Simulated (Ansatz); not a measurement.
## Geometry relaxation, with input and output: C₂H₉BOSi (part 1 of 2)

- system: C₂H₉BOSi, SMILES BC([SiH3])OC
- method: RKS PBE0-D4/def2-TZVP (Ansatz 0.2.0)

The geometry: PBE-D4/def2-SVP start. Figures and captions count atoms from 1; the log counts them from 0 in places.

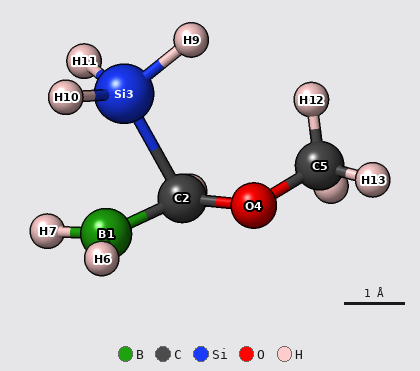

Figure 1. The starting structure (ball-and-stick view, seen on its broad side; atoms are numbered from 1 in the order of the input). Bond lengths as drawn: B–C 1.51 Å, B–H 1.21 to 1.22 Å, C–H 1.11 to 1.12 Å, C–O 1.39 to 1.41 Å, C–Si 2.05 Å and H–Si 1.50 Å.

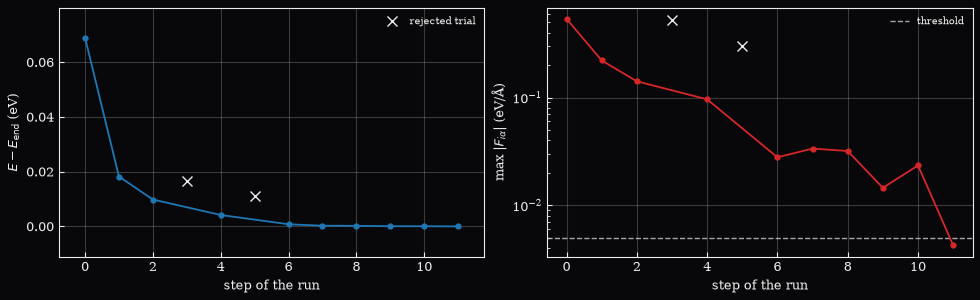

Figure 2. Progress of the relaxation, step by step (the first geometry is step 0 here and step 1 in the log).

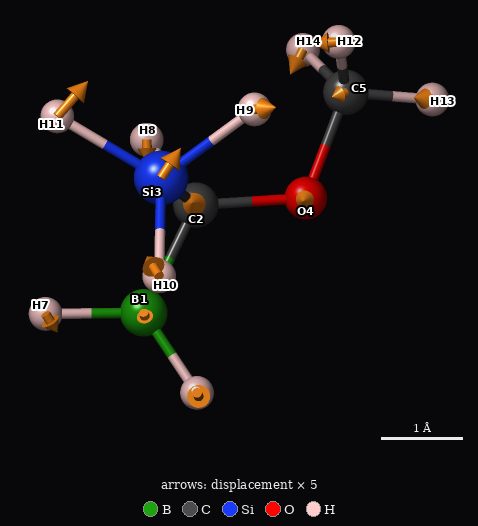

Figure 3. The starting structure with the displacements as orange arrows, magnified 5 times (ball-and-stick view, seen at a tilt). The two geometries are laid on each other by the best rigid fit. After 11 geometry steps the energy has fallen by 0.069 eV. Largest force component: 0.54 eV/Å at the start, 0.0043 eV/Å at the end. The line search rejected the trial steps at points 3, 5 (counted from 0) and went back. The largest moves after the best rigid fit, 0.12 Å, are those of H6 and H11. By element the largest moves are H 0.12 Å, Si 0.09 Å, C 0.08 Å, O 0.05 Å, B 0.04 Å. Among the contacts that change: C2–Si3 2.053 → 1.976 Å, B1–H7 1.220 → 1.199 Å, B1–H6 1.214 → 1.194 Å, C2–H8 1.115 → 1.098 Å. Among the angles that change: B1–C2–Si3 81.9° → 88.9°, C2–Si3–H10 115.8° → 111.5°, C2–Si3–H9 102.5° → 106.3°. (Atoms are counted from 1 in the order of the input.)

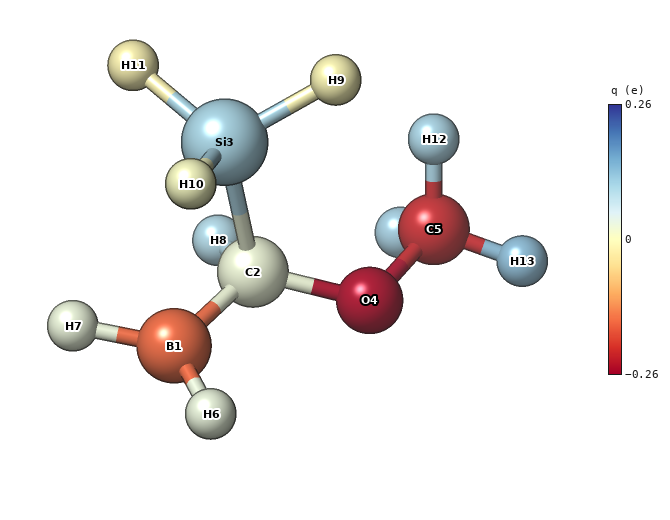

Figure 4. Mulliken charges, as the colour of each atom (ball-and-stick view, seen at a tilt; atoms are numbered from 1 in the order of the input). By element: B −0.16, C −0.22 to +0.02, Si +0.10, O −0.25 and H −0.01 to +0.14 e.

These pictures come from the run below.

Input file:
```yaml
crystal:
  periodic: [false, false, false]
  atoms:
    - {symbol: B, position_ang: [-1.525834, 0.421807, 1.073534]}
    - {symbol: C, position_ang: [-0.448445, 0.549717, 0.019070]}
    - {symbol: Si, position_ang: [0.582340, -0.629342, 1.346593]}
    - {symbol: O, position_ang: [-0.592097, -0.056872, -1.221697]}
    - {symbol: C, position_ang: [0.516466, 0.069360, -2.088545]}
    - {symbol: H, position_ang: [-2.438819, -0.369753, 0.961738]}
    - {symbol: H, position_ang: [-1.380985, 1.074637, 2.093453]}
    - {symbol: H, position_ang: [0.210598, 1.449584, 0.013761]}
    - {symbol: H, position_ang: [1.411673, -1.491999, 0.438528]}
    - {symbol: H, position_ang: [-0.254640, -1.549376, 2.190829]}
    - {symbol: H, position_ang: [1.468832, 0.209345, 2.217997]}
    - {symbol: H, position_ang: [1.422803, -0.447105, -1.691554]}
    - {symbol: H, position_ang: [0.236734, -0.397935, -3.052137]}
    - {symbol: H, position_ang: [0.778474, 1.138633, -2.272870]}
basis:
  gaussian: {orbitals: def2-TZVP}
hamiltonian: {xc: pbe0, dispersion: d4}
relax: {f_tol: 0.005, max_steps: 150}
```

Command:
```bash
ansatz run in.yaml --threads 4 --pin off --events-out ev --progress --plain --max-ram 10444MiB
```

The program's output:
```
Functional definition: PBE0
  name "PBE0"
  cite "Adamo & Barone, J. Chem. Phys. 110, 6158 (1999) doi:10.1063/1.478522"
  cite "Perdew, Burke & Ernzerhof, Phys. Rev. Lett. 77, 3865 (1996) doi:10.1103/PhysRevLett.77.3865"
  parent pbe
  parameter a = 0.25
  parameter kappa = 0.804
  parameter beta = 0.06672455060314922
  exchange = (1 - a)*pbe_x(kappa = kappa, mu = beta*pi^2/3) + a*exact_x
  correlation = pbe_c(beta = beta)
1344 factors; their error is unknown
mean field evaluation 1: about -12807.3228 eV, gradient 4.9e1 eV
mean field evaluation 2: about -12803.4837 eV, gradient 6.3e1 eV
mean field evaluation 4: about -12813.0161 eV, gradient 3.8e0 eV
mean field evaluation 8: about -12813.0477 eV, gradient 4.1e-2 eV
mean field evaluation 16: about -12813.0744 eV, gradient 7.0e-5 eV
mean field -12813.07438988 eV, -470.8717988143 hartree, gradient 2.9e-5 eV, S^2 0.000000; 0 other end points of the search recorded, 0 dependent functions left out
the calculation of the forces begins
reference -12813.07442837 eV, -470.8718002288 hartree; 24, 24 occupied and 191, 191 virtual orbitals, 1344 factors
relax step   1: F+E_penalty+E_count = -12813.31643490 eV  Δ(F+E_penalty+E_count) = +0.000e0 eV  max|allowed force component| = 5.367e-1 eV/Å  Δτ_max = 0.0000 Å  (28 SCF iters, accepted)
these checks for a lower state are left out or cut short: starts, cluster_reference, orbital_swaps, neighbouring_geometries, increment
1344 factors; their error is unknown
mean field -12813.12390512 eV, -470.8736184657 hartree, gradient 8.0e-6 eV, S^2 0.000000; 0 other end points of the search recorded, 0 dependent functions left out
[... from here on the field's lines of each further geometry are left out, up to the last ...]
relax step   2: F+E_penalty+E_count = -12813.36718631 eV  Δ(F+E_penalty+E_count) = -5.075e-2 eV  max|allowed force component| = 2.210e-1 eV/Å  Δτ_max = 0.0366 Å  (32 SCF iters, accepted)
relax step   3: F+E_penalty+E_count = -12813.37557028 eV  Δ(F+E_penalty+E_count) = -8.384e-3 eV  max|allowed force component| = 1.413e-1 eV/Å  Δτ_max = 0.0387 Å  (31 SCF iters, accepted)
relax step   4: F+E_penalty+E_count = -12813.36896122 eV  Δ(F+E_penalty+E_count) = +6.609e-3 eV  max|allowed force component| = 5.277e-1 eV/Å  Δτ_max = 0.0624 Å  (31 SCF iters, rejected (line search))
relax step   5: F+E_penalty+E_count = -12813.38122155 eV  Δ(F+E_penalty+E_count) = -5.651e-3 eV  max|allowed force component| = 9.622e-2 eV/Å  Δτ_max = 0.0298 Å  (33 SCF iters, accepted)
relax step   6: F+E_penalty+E_count = -12813.37441520 eV  Δ(F+E_penalty+E_count) = +6.806e-3 eV  max|allowed force component| = 3.018e-1 eV/Å  Δτ_max = 0.0775 Å  (31 SCF iters, rejected (line search))
relax step   7: F+E_penalty+E_count = -12813.38461002 eV  Δ(F+E_penalty+E_count) = -3.388e-3 eV  max|allowed force component| = 2.792e-2 eV/Å  Δτ_max = 0.0378 Å  (30 SCF iters, accepted)
relax step   8: F+E_penalty+E_count = -12813.38513855 eV  Δ(F+E_penalty+E_count) = -5.285e-4 eV  max|allowed force component| = 3.362e-2 eV/Å  Δτ_max = 0.0255 Å  (31 SCF iters, accepted)
relax step   9: F+E_penalty+E_count = -12813.38518909 eV  Δ(F+E_penalty+E_count) = -5.053e-5 eV  max|allowed force component| = 3.191e-2 eV/Å  Δτ_max = 0.0189 Å  (31 SCF iters, accepted)
relax step  10: F+E_penalty+E_count = -12813.38532006 eV  Δ(F+E_penalty+E_count) = -1.310e-4 eV  max|allowed force component| = 1.456e-2 eV/Å  Δτ_max = 0.0075 Å  (32 SCF iters, accepted)
relax step  11: F+E_penalty+E_count = -12813.38533618 eV  Δ(F+E_penalty+E_count) = -1.612e-5 eV  max|allowed force component| = 2.346e-2 eV/Å  Δτ_max = 0.0088 Å  (32 SCF iters, accepted)
the calculation of the forces begins
reference -12813.14186760 eV, -470.8742785747 hartree; 24, 24 occupied and 191, 191 virtual orbitals, 1344 factors
relax step  12: F+E_penalty+E_count = -12813.38539026 eV  Δ(F+E_penalty+E_count) = -5.409e-5 eV  max|allowed force component| = 4.269e-3 eV/Å  Δτ_max = 0.0033 Å  (33 SCF iters, accepted)
1344 factors; their error is unknown
mean field evaluation 96: about -12813.1100 eV, gradient 4.0e-1 eV
mean field -12813.14182909 eV, -470.8742771597 hartree, gradient 2.4e-5 eV, S^2 0.000000; 1 other end points of the search recorded, 0 dependent functions left out
the calculation of the forces begins
reference -12813.14186760 eV, -470.8742785747 hartree; 24, 24 occupied and 191, 191 virtual orbitals, 1344 factors
Total energy: -12813.38542877 eV, -470.8832292827 hartree
Atom 0 at    -1.559904     0.437798     1.055951 Å, force     0.002159    -0.003228     0.000261 eV/Å
Atom 1 at    -0.416111     0.498156     0.067300 Å, force    -0.000423    -0.002879     0.003057 eV/Å
Atom 2 at     0.645672    -0.639923     1.284489 Å, force    -0.003106     0.001992    -0.004269 eV/Å
Atom 3 at    -0.582422    -0.091906    -1.188261 Å, force    -0.000500    -0.000194    -0.000410 eV/Å
Atom 4 at     0.516755     0.070820    -2.044901 Å, force     0.001189    -0.000557     0.000250 eV/Å
Atom 5 at    -2.492627    -0.290389     0.898262 Å, force    -0.000446     0.001398    -0.000542 eV/Å
Atom 6 at    -1.434346     1.062926     2.071917 Å, force    -0.001029     0.001319     0.000154 eV/Å
Atom 7 at     0.158921     1.432967     0.031342 Å, force     0.002031     0.003231    -0.001381 eV/Å
Atom 8 at     1.426734    -1.557998     0.420073 Å, force     0.000764     0.000148     0.000889 eV/Å
Atom 9 at    -0.229304    -1.465520     2.161614 Å, force     0.000987    -0.000915     0.001418 eV/Å
Atom 10 at     1.541246     0.186264     2.129561 Å, force    -0.000461    -0.000926     0.000574 eV/Å
Atom 11 at     1.422079    -0.403751    -1.643602 Å, force    -0.000539     0.000748    -0.000511 eV/Å
Atom 12 at     0.261293    -0.402367    -2.992881 Å, force    -0.000492     0.000216     0.000492 eV/Å
Atom 13 at     0.729116     1.133623    -2.222164 Å, force    -0.000135    -0.000354     0.000017 eV/Å
Dipole moment:     0.379431     0.113644    -0.120572 e Å
```

Trajectory as extended XYZ (Å, eV, eV/Å), 12 frames, from step=1 to step=12:
```
14
Properties=species:S:1:pos:R:3:forces:R:3 step=1 energy=-12813.31644
B    -1.5258    0.4218    1.0735   -0.1018   0.0355  -0.0934
C    -0.4484    0.5497    0.0191    0.1492   0.1005   0.3135
Si    0.5823   -0.6293    1.3466    0.2139  -0.1222  -0.0621
O    -0.5921   -0.0569   -1.2217    0.2688   0.1597   0.0318
C     0.5165    0.0694   -2.0885    0.3352   0.0442  -0.1908
H    -2.4388   -0.3698    0.9617    0.3439   0.2940   0.0439
H    -1.3810    1.0746    2.0935   -0.0133  -0.2431  -0.3567
H     0.2106    1.4496    0.0138   -0.3439  -0.4582  -0.0324
H     1.4117   -1.4920    0.4385   -0.1746   0.1807   0.1866
H    -0.2546   -1.5494    2.1908    0.1385   0.2212  -0.1552
H     1.4688    0.2093    2.2180   -0.1984  -0.1585  -0.1841
H     1.4228   -0.4471   -1.6916   -0.5158   0.2528  -0.1585
H     0.2367   -0.3979   -3.0521    0.0973   0.2299   0.5173
H     0.7785    1.1386   -2.2729   -0.1988  -0.5367   0.1400
14
Properties=species:S:1:pos:R:3:forces:R:3 step=2 energy=-12813.36719
B    -1.5316    0.4292    1.0589   -0.0133  -0.0336   0.0567
C    -0.4469    0.5385    0.0251    0.1623  -0.0277   0.2210
Si    0.5944   -0.6316    1.3275   -0.0004   0.0377  -0.1153
O    -0.5924   -0.0614   -1.2132    0.0648   0.0110  -0.0738
C     0.5173    0.0687   -2.0682    0.0806   0.0182  -0.0571
H    -2.4332   -0.3538    0.9508    0.0660   0.1153  -0.0016
H    -1.3725    1.0597    2.0746   -0.0397  -0.0491  -0.1079
H     0.2006    1.4308    0.0137   -0.1177  -0.1078  -0.0174
H     1.4124   -1.4896    0.4274   -0.0474   0.0369   0.0615
H    -0.2476   -1.5232    2.1743    0.0400   0.0532  -0.0397
H     1.4681    0.2089    2.1869   -0.0424  -0.0379  -0.0486
H     1.4067   -0.4449   -1.6672   -0.1476   0.0805  -0.0546
H     0.2422   -0.3895   -3.0231    0.0454   0.0662   0.1400
H     0.7694    1.1288   -2.2388   -0.0506  -0.1631   0.0368
```
